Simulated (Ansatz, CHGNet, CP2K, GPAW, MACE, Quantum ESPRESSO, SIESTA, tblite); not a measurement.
## Random packing of W68Si32 (at. %) (85 atoms): one structure in several programs

Wanted: errors and costs of other methods on random packing of W68Si32 (at. %) (85 atoms). A plane-wave run serves as the reference.

Main program and level: Ansatz 0.2.0; Kohn-Sham DFT, PBE, PAW, plane waves.

### 1. The starting structure

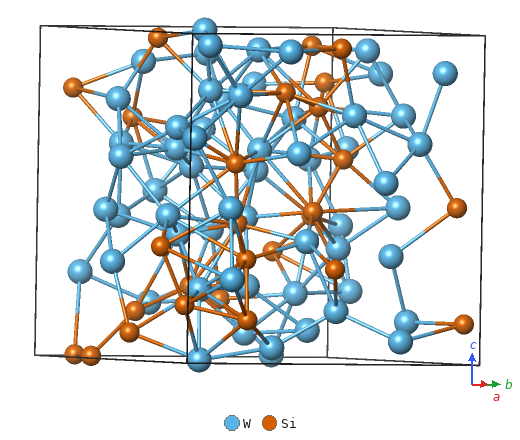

The cell as given, slightly off an axis (tungsten blue, silicon orange). Some periodic images of atoms are drawn too.

The cell holds 85 atoms: 58 W and 27 Si. Cell: a = 10.997 Å, b = 10.997 Å, c = 10.997 Å, α = 90.0°, β = 90.0°, γ = 90.0°. 85 atoms (58 W, 27 Si) packed at random in a cube at 14.3 g/cm³ and pushed apart as soft spheres; a start for melting by ab initio MD, not an equilibrated structure. Then every atom was moved at random, 0.02 Å r.m.s. a Cartesian component.

### 2. The reference run

The PAW files are the set soft_2.

File input.yaml:

```yaml
crystal:
  lattice:
    - [10.9974, 0.0, 0.0]
    - [0.0, 10.9974, 0.0]
    - [0.0, 0.0, 10.9974]
  atoms:
    - { symbol: W, position: [0.95017, 0.75453, 0.06858] }
    - { symbol: W, position: [0.79734, 0.61216, 0.156] }
    - { symbol: W, position: [0.71822, 0.43554, 0.04299] }
    - { symbol: W, position: [0.50166, 0.49535, 0.63838] }
    [... 75 atom lines left out ...]
    - { symbol: Si, position: [0.90182, 0.96488, 0.4745] }
    - { symbol: Si, position: [0.78637, 0.30753, 0.31098] }
    - { symbol: Si, position: [0.60068, 0.64357, 0.77182] }
    - { symbol: Si, position: [0.28472, 0.19189, 0.14269] }
    - { symbol: Si, position: [0.60944, 0.3679, 0.41616] }
    - { symbol: Si, position: [0.19099, 0.87522, 0.83755] }
kpoints:
  mp_grid: { grid: [1, 1, 1] }
hamiltonian:
  xc: pbe
scf:
  occupations: { method: fermi_dirac, width: 0.05 }
output:
  forces: true
  eigenvalues: true
  populations: true
  stress: true
```

Run with:

```console
> ansatz run input.yaml --threads 8 --pin off --max-ram 15872MiB --backend cpu --events-out ev --progress --plain --runs-dir out
```

Numbers of over 12 decimals in the logs are rounded to 6 here.

Output:

```text
[...]
Pseudopotentials: kind: paw
Pseudopotential: W, paw, valence charge 14, recommended cutoff 420 eV (normal), W.paw.azcp
Pseudopotential: Si, paw, valence charge 4, recommended cutoff 420 eV (normal), Si.paw.azcp
[... 5 lines on functional and potentials left out ...]
Crystal: 85 atoms, lattice volume = 1330.056 Å³
Basis set: ecut = 420 eV, 25821 PW (Γ), exchange–correlation on 150×150×150 points (8 copies of the dense FFT grid, shifted against one another)
Bands: 552, of which v1, the nominal top of the filled ones, is band 460 counted from 1 (459 counted from 0)
Symmetry: 1 space group operations
Space group: P1 (ITA 1), of the structure as read, at distance tolerance 1.1e-4 Å
k-points: 1
[... 5 lines on functional and potentials left out ...]
Initial density: superposition of atomic densities (neutral atoms: chi_scale 0, normalization atom), corrected by the library's trained network
Initial wavefunctions: pseudopotential atomic-orbital guess
[...]
SCF iter   1: F=—  HF=-619400.791598 eV  |F-HF|=—  |Δ(HF+E_count)|=         —  Δρ=1.07e-2  dr2=4.51e0  ethr=1.77e-3  ⟨swp⟩=7.0  Hψ=2293  notcnv=0  defer=11
preconditioner: auto → Kerker (q_TF=auto, 2.566 Å⁻¹)  [metal: Δε(μ)=0.019 eV  Ē_g=5.372 eV  σ=0.050 eV  W_gap=0.09  n_scr=388 (ndim 8)  ℏωp=21.7 eV  f_vac=0.000  D(μ)=62.42/eV (n_scr^D=586)]
[...]
SCF iter   8: F=—  HF=-619400.394842 eV  |F-HF|=—  |Δ(HF+E_count)|=   6.75e-9  Δρ=1.82e-6  dr2=1.02e-7  ethr=1.20e-10  ⟨swp⟩=2.0  Hψ=752  notcnv=0  defer=37
SCF iter   9: F=-619400.394842 eV  HF=-619400.394842 eV  |F-HF|=3.26e-9  |Δ(HF+E_count)|=   3.03e-9  Δρ=5.50e-7  dr2=8.81e-9  ethr=1.09e-11  ⟨swp⟩=11.0  Hψ=1710  notcnv=0
SCF 1 converged in 9 iterations: F = -619400.394842 eV  dr2 = 8.81e-9
[...]
SCF converged after 9 iterations
Free energy (F): -619400.394842 eV
Harris-Foulkes:  -619400.394842 eV  (|F-HF|=3.26e-9)
Internal energy: -619399.847220 eV  (E = F + TS)
E sigma→0 (E₀):  -619400.121031 eV
Entropy (-TS):   -0.547622 eV (-6.443 meV/atom)
Fermi energy:    18.382657 eV
--- Per-component energies (eV) ---
[...]
Σ components = -619400.394842   (vs F -619400.394842, Δ=0.00e0)
--- Forces (eV/Å), atoms counted from 1 ---
  atom   1  W      0.14170955     1.29648784     1.41607654
  atom   2  W     -1.64628796     2.01232605     1.73797338
  atom   3  W     -0.55617218    -0.55638691     0.24671579
  atom   4  W      2.80358128     1.09497084    -1.53534571
[...]
atom  85  Si     1.03050518     1.50903187    -0.15896868
  max |Σ_I F_I| component: 2.75e-5 eV/Å
--- Stress (GPa, compression-positive) ---
       25.768072       0.398184       0.920852
        0.398184      29.295682      -0.981019
        0.920852      -0.981019      25.912608
  P = ⅓ Tr σ = 26.9921 GPa (269.921 kbar)
--- Band table (eV) ---
  k-point 0: bands = ["-55.5295", "-55.4800", "-55.4704", "-55.4159", [... 536 levels ...], "21.0243", "21.1215", "21.1336", "21.1648", "21.1790", "21.2035", "21.2236", "21.3200", "21.3322", "21.3547", "21.3681", "21.4074"]
--- Löwdin populations: 85 sites ---
  site symbol       q [e]
     0      W     13.8191
     1      W     13.8354
     2      W     13.8541
[...]
84     Si      4.1286
  spilling = 0.007910 (of n_electrons = 920.000000)
```

Run time: 14 s. Hardware: 8 threads of Arm Neoverse V2, shared host; peak memory 2.2 GiB.

Read from the output:

```
free energy                             : -619400.3948 eV
free energy per atom                    : -7287.0635 eV/atom
SCF cycles                              : 9
pressure                                : 26.99 GPa
r.m.s. force component                  : 1.669 eV/Å
longest force                           : 5.972 eV/Å
Fermi energy                            : 18.38 eV
levels partly filled by over 2 per cent : 14
spilling of the projection              : 0.00791
```

Neighbours are counted within 3.19 Å (W-Si), 2.58 Å (Si-Si), 3.02 Å (W-W), cutoffs set anew for this text.

Length of the force by element and coordination:

```csv
element,coordination,atoms,mean length of the force (eV/Å),spread,least,most
Si,all,27,2.42,1.01,0.696,4.25
Si,6,6,2.88,0.865,1.83,4.25
Si,7,8,2.15,0.999,0.696,3.88
Si,8,9,2.34,0.969,0.914,3.72
Si,9,4,2.45,1.09,1.18,3.93
W,all,58,2.75,1.23,0.338,5.97
W,5,2,1.85,0.511,1.34,2.36
W,6,5,2.65,1.82,0.825,5.97
W,7,14,3.03,1.20,0.338,4.69
W,8,17,2.90,1.21,0.699,5.44
W,9,13,2.46,1.15,1.19,5.48
W,10,6,2.54,0.748,1.63,3.67
W,11,1,3.38,0,3.38,3.38
```

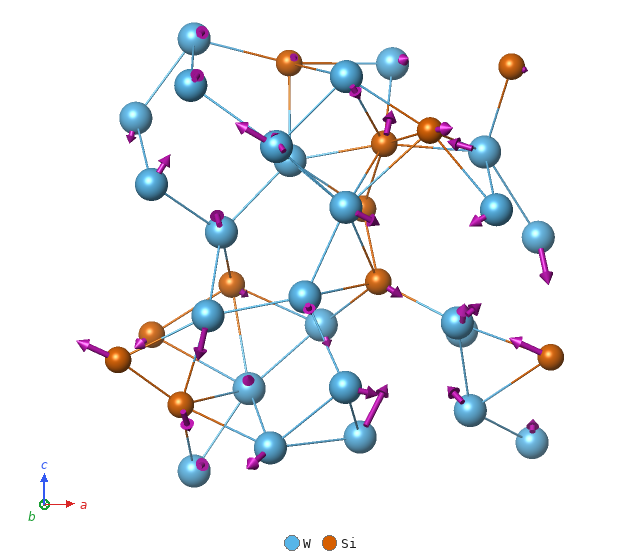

Forces as arrows; the longest in the cell is 5.97 eV/Å. Drawn is a slice 5 Å thick, seen along the normal of the ac plane. Bonds to atoms that aren't drawn are left out.

Löwdin charges by element and coordination (they lack the spilled electrons, 0.086 e an atom on average):

```csv
element,coordination,atoms,mean charge (e),spread,least,most
Si,all,27,-0.0597,0.0685,-0.172,0.103
Si,6,6,-0.0735,0.0878,-0.172,0.103
Si,7,8,-0.0534,0.0576,-0.129,0.0164
Si,8,9,-0.0494,0.0672,-0.137,0.0927
Si,9,4,-0.0745,0.0505,-0.146,-0.0265
W,all,58,0.153,0.0481,0.029,0.280
W,5,2,0.124,0.0429,0.081,0.167
W,6,5,0.160,0.0629,0.0957,0.280
W,7,14,0.160,0.0492,0.078,0.271
W,8,17,0.145,0.0538,0.029,0.240
W,9,13,0.158,0.0348,0.106,0.247
W,10,6,0.144,0.0246,0.108,0.176
W,11,1,0.214,0,0.214,0.214
```

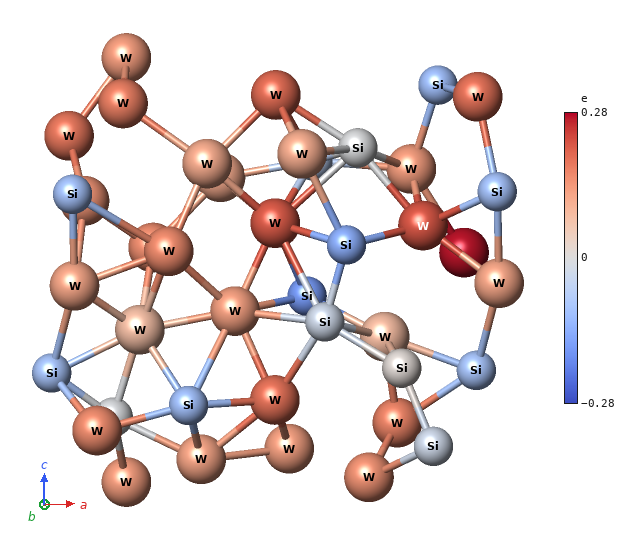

Atoms coloured by Löwdin charge. Drawn is a slice 5 Å thick, seen along the normal of the ac plane.

The levels nearest the highest filled one (over half full), pooled over k-points and spins:

```csv
level less the highest filled one (eV),occupation
-0.167,1.93
-0.140,1.89
-0.119,1.83
-0.0675,1.59
-0.0539,1.50
0,1.01
0.022,0.79
0.0501,0.543
0.0853,0.311
0.0872,0.301
0.0954,0.262
0.185,0.049
```

### 3. Structure statistics

Density 14.3 g/cm³, 15.65 Å³ an atom.

Pair distribution functions g(r), in bins of 0.2 Å:

```csv
r (Å),total,W-W,W-Si,Si-Si
2.10,0.38,0.00,0.00,3.75
2.30,0.11,0.00,0.00,1.09
2.50,4.47,4.69,5.06,0.95
2.70,1.17,1.26,1.03,1.35
2.90,1.01,0.94,1.04,1.21
3.10,0.84,0.95,0.77,0.60
3.30,0.65,0.75,0.59,0.40
3.50,0.83,0.82,0.82,0.94
3.70,0.80,0.76,0.93,0.42
3.90,0.86,0.76,0.89,1.16
4.10,0.91,0.97,0.89,0.78
4.30,0.89,0.72,1.02,1.10
4.50,1.26,1.23,1.35,1.07
4.70,1.11,1.15,1.15,0.79
4.90,1.24,1.21,1.32,1.02
5.10,1.05,1.08,1.04,0.95
5.30,0.83,0.86,0.84,0.67
```

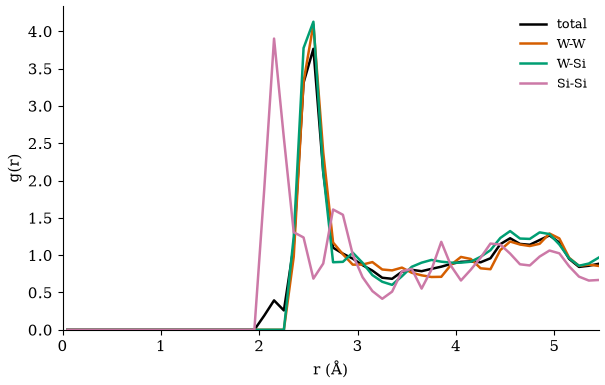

Pair distribution functions, lightly smoothed.

Bonds by pair of elements; cutoffs follow the first minimum of g(r), held within bounds set by covalent radii, and pairs that aren't listed don't count as bonded (cutoffs were set anew for this text, so counts can differ from the run's own analysis):

```csv
pair A-B,cutoff (Å),bonds,mean length (Å),spread (Å),shortest (Å),B about A,A about B
W-Si,3.19,162,2.67,0.224,2.43,2.79,6
Si-Si,2.58,19,2.23,0.114,2.11,1.41,1.41
W-W,3.02,150,2.62,0.154,2.45,5.17,5.17
```

How many atoms have how many bonded neighbours:

```csv
element,mean,5,6,7,8,9,10,11
Si,7.41,0,6,8,9,4,0,0
W,7.97,2,5,14,17,13,6,1
```

### 4. What was run beside it

The programs:
- CHGNet: machine-learned potential, published weights.
- CP2K 2026.2: Gaussian basis with GTH pseudopotentials and a plane-wave density; labels give functional, basis (MOLOPT sets; SR short-range, UZH the newer set with its own potentials), grid cutoff/relative cutoff and solver (OT: orbital transformation; TRS4, TC2, SIGN: linear-scaling purification with its sparsity filter), or its built-in tight binding.
- MACE: machine-learned potential, published weights.
- Quantum ESPRESSO 7.5: plane waves; labels (QE) give functional, pseudopotential set and cutoffs of waves/density.
- SIESTA 5.4.2: numerical atomic orbitals, whose automatically made sets are far from complete, with PseudoDojo norm-conserving potentials that we converted to its format (checked against plane waves on the same files for H, C, O, Si, Ge and Ca alone); labels give functional, basis size, energy shift and mesh cutoff.

All use the same cell and atoms; the electronic-structure runs use the same k-mesh, and an electronic temperature of 580 K (0.05 eV) where levels are smeared.

Differences are against the plane-wave reference, forces as r.m.s. over components; share is that over the reference's r.m.s. force, slope the least-squares factor from reference forces to these. Total energies of different programs have different zeros and aren't compared.

```csv
run,"Δ force, r.m.s. (meV/Å)",share (%),slope,Δ pressure (GPa),cores,CPU time,memory (GiB)
reference,-,-,-,-,8,1.7 min,2.2
CHGNet 0.3.0 potential,605,36.3,1.036,1.52,1,3.7 s,1.1
CHGNet r2SCAN potential,638,38.2,0.938,-2.17,1,3.6 s,1.1
"CP2K PBE, DZVP-MOLOPT-SR, 350/50 Ry, diagonalisation",52.4,3.14,0.981,-1.30,4,16 min,5.1
"CP2K PBE, SZV-MOLOPT-SR, 350/50 Ry, diagonalisation (coarse)",621,37.2,0.953,8.47,1,6 min,1.7
MACE MPA-0 medium potential,478,28.6,0.886,-2.62,1,7.2 s,1
"QE PBE, sssp-1.3.0-efficiency, 45/360 Ry",25.4,1.52,1.012,-0.865,4,22 min,5.7
"SIESTA PBE, DZ, shift 0.01 Ry, mesh 300 Ry (coarse)",483,28.9,1.157,2.63,2,5 min,1.3
"SIESTA PBE, DZP, shift 0.01 Ry, mesh 300 Ry",249,14.9,1.122,2.91,4,11 min,2.3
"SIESTA PBE, SZP, shift 0.01 Ry, mesh 300 Ry (coarse)",374,22.4,1.192,4.91,2,7.1 min,1.6
```

Rows marked coarse were listed beforehand as settings not expected to be converged; some can still land near the reference.

Times of the machine-learned potentials are mostly Python's start and the loading of weights.

CPU time is summed over cores on a shared host, where runs went side by side, so it is rough. Symmetry, cutoffs, thresholds, outputs and thread counts weren't matched or tuned between programs; memory under MPI is the largest rank's times the ranks.

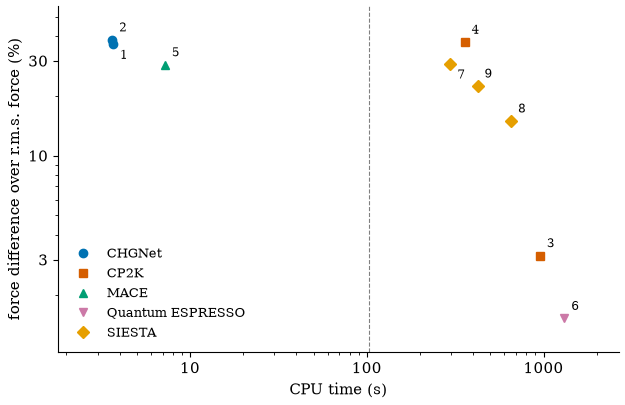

Force difference against CPU time; the dashed line marks the reference's time. Points: 1 CHGNet 0.3.0 potential; 2 CHGNet r2SCAN potential; 3 CP2K PBE, DZVP-MOLOPT-SR, 350/50 Ry, diagonalisation; 4 CP2K PBE, SZV-MOLOPT-SR, 350/50 Ry, diagonalisation; 5 MACE MPA-0 medium potential; 6 QE PBE, sssp-1.3.0-efficiency, 45/360 Ry; 7 SIESTA PBE, DZ, shift 0.01 Ry, mesh 300 Ry; 8 SIESTA PBE, DZP, shift 0.01 Ry, mesh 300 Ry; 9 SIESTA PBE, SZP, shift 0.01 Ry, mesh 300 Ry.

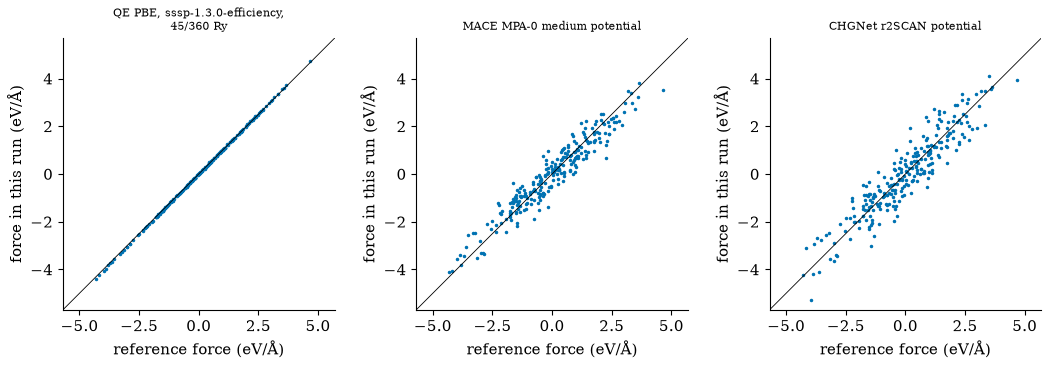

Force components against those of the reference; the line marks equality.

Left out of the table, since they converged to an unphysical state: tblite GFN1-xTB (forces off by up to 8.8 eV/Å).

Runs without a result: CP2K GFN1-xTB, diagonalisation (not converged, the SCF not settling); tblite IPEA1-xTB (not converged); GPAW PBE, LCAO dzp, h 0.2 Å (cut off at its time limit of 15 min); GPAW PBE, LCAO dzp, h 0.2 Å, other mixer settings (cut off at its time limit of 12 min); GPAW PBE, LCAO sz(dzp), h 0.2 Å (cut off at its time limit of 4 min).

Mean charges by element (e), by run and scheme:

```csv
run,scheme,W,Si
reference,Löwdin,+0.15,-0.06
"CP2K PBE, DZVP-MOLOPT-SR, 350/50 Ry, diagonalisation",Mulliken,-0.01,+0.02
"SIESTA PBE, DZP, shift 0.01 Ry, mesh 300 Ry",Hirshfeld,+0.07,-0.15
```

The reference's Löwdin charges lack the electrons that the projection spills, 0.086 e an atom on average.

A second geometry, displaced anew (every atom was moved at random, 0.06 Å r.m.s. a Cartesian component), gives an energy difference that all programs can be tested on. The reference puts it at 80.96 meV/atom.

```csv
run,energy less the first geometry's (meV/atom),error (meV/atom),force share at the second geometry (%)
"QE PBE, sssp-1.3.0-efficiency, 45/360 Ry",82.62,1.66,2.04
"SIESTA PBE, DZP, shift 0.01 Ry, mesh 300 Ry",89.34,8.38,13.6
CHGNet 0.3.0 potential,85.13,4.17,30.6
"CP2K PBE, DZVP-MOLOPT-SR, 350/50 Ry, diagonalisation",79.68,-1.28,2.55
CHGNet r2SCAN potential,68.59,-12.4,32.7
MACE MPA-0 medium potential,84.85,3.89,22.9
"SIESTA PBE, SZP, shift 0.01 Ry, mesh 300 Ry",93.00,12.0,20.1
"CP2K PBE, SZV-MOLOPT-SR, 350/50 Ry, diagonalisation",82.97,2.01,28.1
"SIESTA PBE, DZ, shift 0.01 Ry, mesh 300 Ry",94.88,13.9,24.7
```

### 5. Results

| Item | Value |
| --- | --- |
| reference r.m.s. force component | 1.67 eV/Å |
| nearest in forces | QE PBE, sssp-1.3.0-efficiency, 45/360 Ry, 1.5 % |
| farthest in forces | CHGNet r2SCAN potential, 38 % |
| cheapest electronic-structure run beside the reference | SIESTA PBE, DZ, shift 0.01 Ry, mesh 300 Ry, 5 min of CPU time |

**Reading.** PBE on plane waves or a grid with other potentials, cutoffs or grids, coarse settings apart, differs from the reference by 1.5 % (QE PBE, sssp-1.3.0-efficiency, 45/360 Ry) of the r.m.s. force; this holds the reference's own error, so differences of a few per cent don't tell which side is nearer the exact PBE result (QE's 45 Ry are 612 eV, against the reference's 420 eV). The PBE runs in local orbitals, coarse settings apart, differ by 3.1 % (CP2K PBE, DZVP-MOLOPT-SR, 350/50 Ry, diagonalisation) to 15 % (SIESTA PBE, DZP, shift 0.01 Ry, mesh 300 Ry); basis, grid and potentials can all enter. Machine-learned potentials differ by 29 % (MACE MPA-0 medium potential) to 38 % (CHGNet r2SCAN potential); they were trained on other programs' data, some at another functional. Runs with settings chosen to be coarse differ by 22 % (SIESTA PBE, SZP, shift 0.01 Ry, mesh 300 Ry) to 37 % (CP2K PBE, SZV-MOLOPT-SR, 350/50 Ry, diagonalisation), their programs' other errors included. None of the electronic-structure runs in the table takes under half the reference's CPU time of 1.7 min; they take 2.9 to 13 times as much. SIESTA PBE, SZP, shift 0.01 Ry, mesh 300 Ry stiffens the forces by a factor of 1.19 while following their directions (correlation 0.995); the slopes of the 3 SIESTA runs lie between 1.12 and 1.19. In pressure, CP2K PBE, SZV-MOLOPT-SR, 350/50 Ry, diagonalisation misses by +8.5 GPa, at the same functional. Charges hang on scheme and program or settings: among these rows the mean for Si runs from -0.15 to +0.02 e. The energy difference between the two geometries, 81.0 meV/atom in the reference, is met best by CP2K PBE, DZVP-MOLOPT-SR, 350/50 Ry, diagonalisation (-1.28) and worst by SIESTA PBE, DZ, shift 0.01 Ry, mesh 300 Ry (coarse) (+13.9). In the reference: 14 levels are partly filled, by over 2 % (at Γ alone): at this level the cell shows no clear gap. Levels of broken or missing bonds inside a gap of the host would look the same. In the reference: mean Löwdin charges: Si -0.06, W +0.15 e (they miss 0.79 % of the electrons, so they add up to more than the cell's charge). Machine-learned potentials mimic data converged in k, so the reference's own k-point error enters their differences. The reference's stress is far from hydrostatic: its diagonal is 25.8, 29.3, 25.9 GPa, compression counted positive. The reference's pressure of 27 GPa says that the cell would expand at this level of theory. The electronic-structure runs sample only Γ, in a cell whose shortest periodic width is 11 Å, which is coarse for a cell with partly filled levels. Spin–orbit coupling is left out, which matters for the levels of the heavy elements.

[Also dropped from logs without a mark: logging warnings of Python, and SIESTA's first energy breakdown and zero terms.]

[Logs are printed without paths, hosts, clocks, repeated set-up lines and the standing remarks that a program may print on its own settings, such as how far it seeks lower states.]

[Hosts, paths, dates, database ids (printed as entryN), source tags and the programs' standing remarks are cut or masked in the printed files.]
